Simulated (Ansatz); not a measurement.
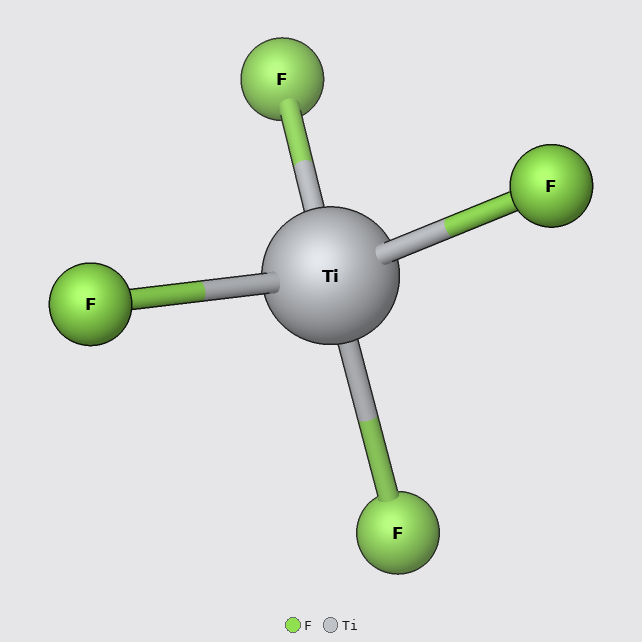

The species is neutral and a spin singlet. Computed geometry: PBE-D4/def2-SVP optimisation. No frequency run is at hand to confirm it as a minimum.

What is the coordination number of the metal, and which atoms bind to it?

Answer. Ti binds 4 atoms: 4 F at 1.74 Å. The arrangement is tetrahedral.

What are the formal oxidation state of the metal and its number of d electrons?

Answer. Ti(IV), d⁰, counting the ligands as closed-shell ions or neutral donors.
